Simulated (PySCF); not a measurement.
# C6H12Cl4Si4 (SMILES Cl[Si@]12C[Si@]3(Cl)C[Si@](Cl)(C1)C[Si@](Cl)(C2)C3): levels of theory compared

Aim: a comparison of 5 runs (HF/STO-3G, HF/def2-SVP, BLYP/def2-SVP, PBE0/def2-SVP, MP2/STO-3G) of C6H12Cl4Si4. 

The results are computed with PySCF 2.14.0.

### 1 Starting point

C6H12Cl4Si4 has 26 atoms, charge 0, and is taken as a singlet. SMILES: `Cl[Si@]12C[Si@]3(Cl)C[Si@](Cl)(C1)C[Si@](Cl)(C2)C3`. Geometry: relaxed at GFN2-xTB. This is one conformer, not always the lowest.

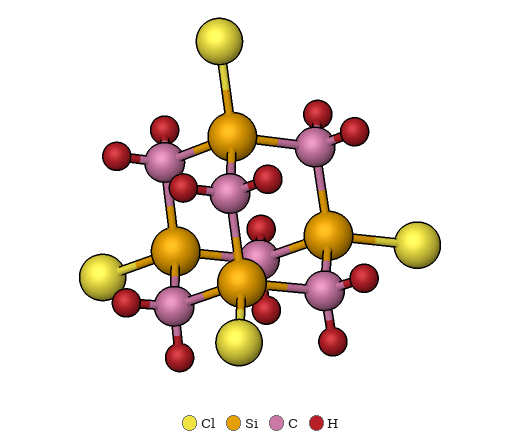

Viewed from a chosen angle; chlorine yellow, silicon amber, carbon pink, hydrogen red.

### 2 Energy and forces at HF/STO-3G (run 1)

Contents of calc.py:

```python
import pyscf.grad
from pyscf import gto, scf

molecule = gto.Mole()
molecule.atom = [
    ('Cl', (-3.958350, 0.104350, 0.009330)),
    ('Si', (-1.922420, 0.050410, 0.004260)),
    ('C', (-1.217650, 1.720010, -0.573960)),
    ('Si', (0.684520, 1.698540, -0.586800)),
    ('Cl', (1.409200, 3.497440, -1.208930)),
    ('C', (1.266940, 0.311990, -1.751750)),
    ('Si', (0.602260, -1.381130, -1.194740)),
    ('Cl', (1.239530, -2.844260, -2.460270)),
    ('C', (-1.298580, -1.308930, -1.171240)),
    ('C', (1.218140, -1.720050, 0.572930)),
    ('Si', (0.635310, -0.367820, 1.777430)),
    ('Cl', (1.308570, -0.757280, 3.659720)),
    ('C', (-1.265970, -0.312810, 1.752480)),
    ('C', (1.297410, 1.309620, 1.171540)),
    ('H', (-1.591910, 1.954950, -1.568760)),
    ('H', (-1.574370, 2.517640, 0.075150)),
    ('H', (0.940640, 0.521650, -2.768830)),
    ('H', (2.354740, 0.289490, -1.785690)),
    ('H', (-1.674800, -1.129820, -2.176870)),
    ('H', (-1.701880, -2.273770, -0.869010)),
    ('H', (2.305040, -1.779710, 0.581360)),
    ('H', (0.863020, -2.692720, 0.908640)),
    ('H', (-1.623920, 0.444610, 2.447490)),
    ('H', (-1.668150, -1.259180, 2.109540)),
    ('H', (0.986940, 2.098240, 1.854580)),
    ('H', (2.385750, 1.308560, 1.192410)),
]
molecule.verbose = 4
molecule.max_memory = 9920
molecule.basis = 'sto-3g'
molecule.build()

mf = scf.RHF(molecule)
mf.conv_tol = 1e-10
mf.kernel()
if not mf.converged:
    mf = mf.newton().run(mf.mo_coeff, mf.mo_occ)

energy = mf.e_tot
print(f'total energy: {energy:.8f} hartree')
grad = mf.Gradients().kernel()
mf.analyze()
```

Launch:

```console
$ OMP_NUM_THREADS=8 python calc.py
```

The program printed:

```text
PySCF version 2.14.0

[... 78 lines left out ...]
converged SCF energy = -3192.68300340014
[... 24 lines left out ...]
MO #4   energy= -103.649159305112  occ= 2
[... 10 lines left out ...]
MO #15  energy= -10.3423785482967  occ= 2
[... 10 lines left out ...]
MO #26  energy= -7.78069128415344  occ= 2
[... 10 lines left out ...]
MO #37  energy= -4.09369567927497  occ= 2
[... 10 lines left out ...]
MO #48  energy= -1.02843161871243  occ= 2
[... 10 lines left out ...]
MO #59  energy= -0.646443367797704 occ= 2
[... 10 lines left out ...]
MO #70  energy= -0.482374857272764 occ= 2
[... 10 lines left out ...]
MO #81  energy= -0.372500057502833 occ= 2
[... 10 lines left out ...]
MO #92  energy= 0.436577333978331  occ= 0
[... 10 lines left out ...]
MO #103 energy= 0.705064357048324  occ= 0
[... 10 lines left out ...]
MO #114 energy= 0.729148965800796  occ= 0
[... 104 lines left out ...]
pop of  14 H 1s           0.96026
pop of  15 H 1s           0.96024
pop of  16 H 1s           0.96025
pop of  17 H 1s           0.96026
pop of  18 H 1s           0.96024
pop of  19 H 1s           0.96024
pop of  20 H 1s           0.96025
pop of  21 H 1s           0.96027
pop of  22 H 1s           0.96022
pop of  23 H 1s           0.96026
pop of  24 H 1s           0.96029
pop of  25 H 1s           0.96024
 ** Mulliken atomic charges  **
charge of    0Cl =     -0.32208
charge of    1Si =      0.76170
charge of    2C =     -0.37260
charge of    3Si =      0.76170
charge of    4Cl =     -0.32209
charge of    5C =     -0.37256
charge of    6Si =      0.76170
charge of    7Cl =     -0.32212
charge of    8C =     -0.37254
charge of    9C =     -0.37255
charge of   10Si =      0.76169
charge of   11Cl =     -0.32207
charge of   12C =     -0.37257
charge of   13C =     -0.37258
charge of   14H =      0.03974
charge of   15H =      0.03976
charge of   16H =      0.03975
charge of   17H =      0.03974
charge of   18H =      0.03976
charge of   19H =      0.03976
charge of   20H =      0.03975
charge of   21H =      0.03973
charge of   22H =      0.03978
charge of   23H =      0.03974
charge of   24H =      0.03971
charge of   25H =      0.03976
Dipole moment(X, Y, Z, Debye): -0.00043, -0.00033,  0.00139
```

Wall time 26 s (8 threads of Intel Xeon Platinum 8259CL at 2.50GHz (Skylake/Cascade Lake), shared host); peak memory 0.29 GiB.

### 3 Energy and gradient at HF/def2-SVP (run 2)

Contents of run.py:

```python
import pyscf.grad
from pyscf import gto, scf

system = gto.M(
    atom='''
Cl      -3.958350       0.104350       0.009330
Si      -1.922420       0.050410       0.004260
C       -1.217650       1.720010      -0.573960
Si       0.684520       1.698540      -0.586800
Cl       1.409200       3.497440      -1.208930
C        1.266940       0.311990      -1.751750
Si       0.602260      -1.381130      -1.194740
Cl       1.239530      -2.844260      -2.460270
C       -1.298580      -1.308930      -1.171240
C        1.218140      -1.720050       0.572930
Si       0.635310      -0.367820       1.777430
Cl       1.308570      -0.757280       3.659720
C       -1.265970      -0.312810       1.752480
C        1.297410       1.309620       1.171540
H       -1.591910       1.954950      -1.568760
H       -1.574370       2.517640       0.075150
H        0.940640       0.521650      -2.768830
H        2.354740       0.289490      -1.785690
H       -1.674800      -1.129820      -2.176870
H       -1.701880      -2.273770      -0.869010
H        2.305040      -1.779710       0.581360
H        0.863020      -2.692720       0.908640
H       -1.623920       0.444610       2.447490
H       -1.668150      -1.259180       2.109540
H        0.986940       2.098240       1.854580
H        2.385750       1.308560       1.192410
''',
    max_memory=9920,
    basis='def2-svp',
    charge=0,
    verbose=3,
)

mf = scf.RHF(system)
mf.conv_tol = 1e-10
mf.kernel()
if not mf.converged:
    mf = mf.newton().run(mf.mo_coeff, mf.mo_occ)

energy = mf.e_tot
print('E = %.10f Eh' % energy)
grad = mf.Gradients().kernel()
dip = mf.dip_moment()
pop, q = mf.mulliken_pop()
```

Launch:

```console
$ OMP_NUM_THREADS=8 python run.py
```

The program printed:

```text
converged SCF energy = -3227.1818387589
[... 9 lines left out ...]
Dipole moment(X, Y, Z, Debye): -0.00101,  0.00019,  0.00146
[... 276 lines left out ...]
pop of  23 H 2px          0.00706
pop of  23 H 2py          0.01451
pop of  23 H 2pz          0.00622
pop of  24 H 1s           0.73127
pop of  24 H 2s           0.14772
pop of  24 H 2px          0.00532
pop of  24 H 2py          0.01204
pop of  24 H 2pz          0.01043
pop of  25 H 1s           0.73122
pop of  25 H 2s           0.14771
pop of  25 H 2px          0.01790
pop of  25 H 2py          0.00485
pop of  25 H 2pz          0.00504
 ** Mulliken atomic charges  **
charge of    0Cl =     -0.34429
charge of    1Si =      0.98846
charge of    2C =     -0.61596
charge of    3Si =      0.98839
charge of    4Cl =     -0.34432
charge of    5C =     -0.61593
charge of    6Si =      0.98842
charge of    7Cl =     -0.34435
charge of    8C =     -0.61599
charge of    9C =     -0.61597
charge of   10Si =      0.98850
charge of   11Cl =     -0.34428
charge of   12C =     -0.61600
charge of   13C =     -0.61603
charge of   14H =      0.09327
charge of   15H =      0.09328
charge of   16H =      0.09328
charge of   17H =      0.09329
charge of   18H =      0.09330
charge of   19H =      0.09330
charge of   20H =      0.09331
charge of   21H =      0.09326
charge of   22H =      0.09330
charge of   23H =      0.09326
charge of   24H =      0.09322
charge of   25H =      0.09328
```

Wall time 67 s (8 threads of Intel Xeon Platinum 8259CL at 2.50GHz (Skylake/Cascade Lake), shared host); peak memory 6.7 GiB.

Runs 3 to 4 aren't shown in full; the table further down has their settings and results.

### 4 Energy and gradient at MP2/STO-3G (run 5)

Contents of job.py:

```python
# Cl[Si@]12C[Si@]3(Cl)C[Si@](Cl)(C1)C[Si@](Cl)(C2)C3
import pyscf.grad
from pyscf import gto, mp

system = gto.M(
    atom=[
    ('Cl', (-3.958350, 0.104350, 0.009330)),
    ('Si', (-1.922420, 0.050410, 0.004260)),
    ('C', (-1.217650, 1.720010, -0.573960)),
    ('Si', (0.684520, 1.698540, -0.586800)),
    ('Cl', (1.409200, 3.497440, -1.208930)),
    ('C', (1.266940, 0.311990, -1.751750)),
    ('Si', (0.602260, -1.381130, -1.194740)),
    ('Cl', (1.239530, -2.844260, -2.460270)),
    ('C', (-1.298580, -1.308930, -1.171240)),
    ('C', (1.218140, -1.720050, 0.572930)),
    ('Si', (0.635310, -0.367820, 1.777430)),
    ('Cl', (1.308570, -0.757280, 3.659720)),
    ('C', (-1.265970, -0.312810, 1.752480)),
    ('C', (1.297410, 1.309620, 1.171540)),
    ('H', (-1.591910, 1.954950, -1.568760)),
    ('H', (-1.574370, 2.517640, 0.075150)),
    ('H', (0.940640, 0.521650, -2.768830)),
    ('H', (2.354740, 0.289490, -1.785690)),
    ('H', (-1.674800, -1.129820, -2.176870)),
    ('H', (-1.701880, -2.273770, -0.869010)),
    ('H', (2.305040, -1.779710, 0.581360)),
    ('H', (0.863020, -2.692720, 0.908640)),
    ('H', (-1.623920, 0.444610, 2.447490)),
    ('H', (-1.668150, -1.259180, 2.109540)),
    ('H', (0.986940, 2.098240, 1.854580)),
    ('H', (2.385750, 1.308560, 1.192410)),
],
    basis='sto-3g',
    spin=0,
    max_memory=9920,
    verbose=3,
)

myscf = system.RHF()
myscf.conv_tol = 1e-10
myscf.kernel()
if not myscf.converged:
    myscf = myscf.newton().run(myscf.mo_coeff, myscf.mo_occ)

pt = mp.MP2(myscf, frozen=46).run()
energy = pt.e_tot
print('Final energy', energy)
grad = pt.Gradients().kernel()
myscf.analyze()
```

Launch:

```console
$ OMP_NUM_THREADS=8 python job.py
```

The program printed:

```text
converged SCF energy = -3192.68300340014
[... 14 lines left out ...]
MO #3   energy= -103.649181055498  occ= 2
[... 8 lines left out ...]
MO #12  energy= -11.0108027071929  occ= 2
[... 8 lines left out ...]
MO #21  energy= -7.78606477542275  occ= 2
[... 8 lines left out ...]
MO #30  energy= -7.78065309942517  occ= 2
[... 8 lines left out ...]
MO #39  energy= -4.09041006707862  occ= 2
[... 8 lines left out ...]
MO #48  energy= -1.02843161871243  occ= 2
[... 8 lines left out ...]
MO #57  energy= -0.652481035384166 occ= 2
[... 8 lines left out ...]
MO #66  energy= -0.551576888967066 occ= 2
[... 8 lines left out ...]
MO #75  energy= -0.4501287849365   occ= 2
[... 8 lines left out ...]
MO #84  energy= -0.361104334335172 occ= 2
[... 8 lines left out ...]
MO #93  energy= 0.457052840652279  occ= 0
[... 8 lines left out ...]
MO #102 energy= 0.529482698416142  occ= 0
MO #103 energy= 0.705064357048342  occ= 0
MO #104 energy= 0.705085640660716  occ= 0
MO #105 energy= 0.705117213294915  occ= 0
MO #106 energy= 0.711250678429968  occ= 0
MO #107 energy= 0.711293697886405  occ= 0
MO #108 energy= 0.711301178377793  occ= 0
MO #109 energy= 0.723691749212749  occ= 0
MO #110 energy= 0.728309090942337  occ= 0
MO #111 energy= 0.728315127079035  occ= 0
MO #112 energy= 0.728356366638645  occ= 0
MO #113 energy= 0.729122616933966  occ= 0
MO #114 energy= 0.729148965800804  occ= 0
 ** Mulliken atomic charges  **
charge of    0Cl =     -0.32208
charge of    1Si =      0.76170
charge of    2C =     -0.37260
charge of    3Si =      0.76170
charge of    4Cl =     -0.32209
charge of    5C =     -0.37256
charge of    6Si =      0.76170
charge of    7Cl =     -0.32212
charge of    8C =     -0.37254
charge of    9C =     -0.37255
charge of   10Si =      0.76169
charge of   11Cl =     -0.32207
charge of   12C =     -0.37257
charge of   13C =     -0.37258
charge of   14H =      0.03974
charge of   15H =      0.03976
charge of   16H =      0.03975
charge of   17H =      0.03974
charge of   18H =      0.03976
charge of   19H =      0.03976
charge of   20H =      0.03975
charge of   21H =      0.03973
charge of   22H =      0.03978
charge of   23H =      0.03974
charge of   24H =      0.03971
charge of   25H =      0.03976
Dipole moment(X, Y, Z, Debye): -0.00043, -0.00033,  0.00139
```

It took 36 s on 8 threads of Intel Xeon Platinum 8259CL at 2.50GHz (Skylake/Cascade Lake), shared host; peak memory 0.82 GiB.

### 5 Overview of the runs

```tsv
run	level	integration grid	frozen core orbitals	energy (Eh)	dipole moment (D) of the reference	HOMO energy (eV)	LUMO energy (eV)	wall time
1	HF/STO-3G	–	–	-3192.683003	0.00	-9.83	7.17	26 s
2	HF/def2-SVP	–	–	-3227.181839	0.00	-11.16	3.13	67 s
3	BLYP/def2-SVP	5	–	-3233.665012	0.00	-6.54	-0.97	3.1 min
4	PBE0/def2-SVP	5	–	-3232.540403	0.00	-8.12	-0.54	3.1 min
5	MP2/STO-3G	–	46	-3193.154745	0.00	-9.83	7.17	36 s
```

### 6 What came out

```
                                           quantity           value
                                run 5: total energy  -3193.15474 Eh
        run 5: dipole moment (Hartree–Fock density)          0.00 D
         run 5: HOMO energy (Hartree–Fock orbitals)        -9.83 eV
         run 5: LUMO energy (Hartree–Fock orbitals)         7.17 eV
       run 5: HOMO–LUMO gap (Hartree–Fock orbitals)        17.00 eV
run 5: correlation energy (46 core orbitals frozen)      -471.7 mEh
                    run 5: largest force on an atom      2.300 eV/Å
```

Over runs 1, 2, 3, 4 the HOMO–LUMO gap runs from 5.58 eV (BLYP/def2-SVP) to 17.00 eV (HF/STO-3G). The two ends differ in method and basis. Totals of different functionals can't be ranked against each other. In runs 1, 5 the basis is minimal, so the values are rough. All runs together took 8.3 min, the longest 3.1 min.
